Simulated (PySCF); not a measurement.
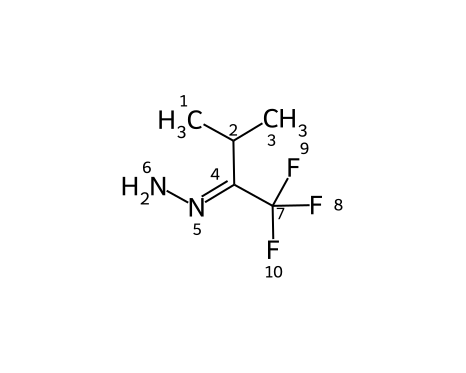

A structural formula, with wedges where it has stereocentres; small numbers name the atoms. The configuration is that of a computed structure (PBE0-D3(BJ)/def2-SVP).

**Assign CIP descriptors.**

C4=N5: E.
